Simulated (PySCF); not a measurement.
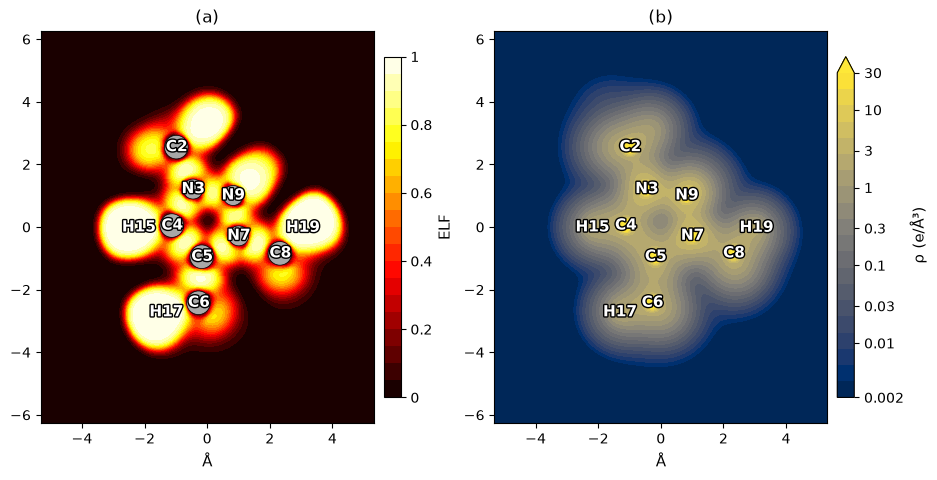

The picture shows: C6H12N3 (charge +1). (a) ELF; (b) total electron density on the plane of atoms C2, N3 and C4. Grey discs cover the atomic cores in the ELF map.

Geometry: GFN2-xTB.

Computed with PBE0/pcSseg-1, SCF density, gas phase, non-relativistic in PySCF 2.14.0.

Input

```
{"job": {"kind": "nmr", "xc": "PBE0", "basis": "pcSseg-1"}, "charge": 1, "multiplicity": 1}
C      3.075821    -0.109042     0.631313
C      2.276259    -0.528132    -0.598377
N      0.873247    -0.245313    -0.417610
C      0.235123     0.930794    -0.580056
C     -1.084264     0.697893    -0.246917
C     -2.270658     1.572148    -0.234618
N     -1.117886    -0.615171     0.094378
C     -2.252958    -1.375842     0.521960
N      0.056977    -1.165949    -0.011199
H      4.121432    -0.354900     0.473939
H      2.728974    -0.640439     1.513706
H      2.997777     0.961015     0.806594
H      2.625887     0.006444    -1.483731
H      2.365840    -1.603600    -0.758993
H      0.722717     1.824117    -0.911198
H     -2.738769     1.573076     0.749074
H     -1.992180     2.589266    -0.491693
H     -3.011212     1.221231    -0.953437
H     -1.930132    -2.399339     0.700190
H     -2.663528    -0.957570     1.441834
H     -3.027388    -1.363744    -0.245631
```

Launched as:

```sh
OMP_NUM_THREADS=1 python probes_run.py task.json out
```

### What does the map show?

The section cuts through C, N and H sites. N–N (1.30 Å): ρ at the midpoint is about 2.8 e/Å³; the ELF peaks at about 0.90 between the atoms; a covalent bond. C–N (1.35 Å): the density is about 2.4 e/Å³ at the midpoint; the ELF peaks at about 0.90 between the atoms; localised, covalent bonding. C–C (1.38 Å): ρ is about 2.1 e/Å³ halfway; the ELF peaks at about 0.95 between the atoms: localised, covalent bonding. C–H (1.07 Å): ρ is about 2.1 e/Å³ halfway; the ELF climbs to about 1 towards the hydrogen, as it does in any bond to H: an ordinary covalent bond to hydrogen. C–N (1.43 Å): the density is about 2 e/Å³ at the midpoint, with its minimum of 1.8 e/Å³ about 0.5 Å from C; the ELF peaks at about 0.95 between the atoms (a covalent bond). The ELF also peaks beside N9, away from the bonds: lone-pair regions.
